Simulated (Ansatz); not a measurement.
Take AlN in the wurtzite structure (space group P6_3mc, No. 186; a = 3.114 Å, c = 4.983 Å) as the base. Axes: x lies along a and z along c of the hexagonal cell.

Perturbation: biaxial strain +1.80 %, plane normal [001], relaxed out of plane (Cartesian); in-plane vectors clamped, the third vector and the atoms free.

Method: Ansatz (a first-principles code), PBEsol, PAW, cutoff 420 eV, no SOC.

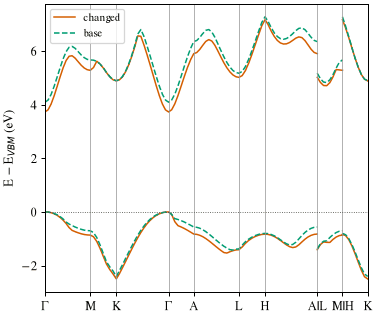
Figure. Highest valence and lowest conduction band along the path, each from its own valence-band maximum

Read the changed gap and its character from the plot.

About 3.7 eV, direct at Γ.

Gaps are Kohn–Sham eigenvalue differences; semilocal functionals usually give less than the measured gap. Stability against distortions was not tested.
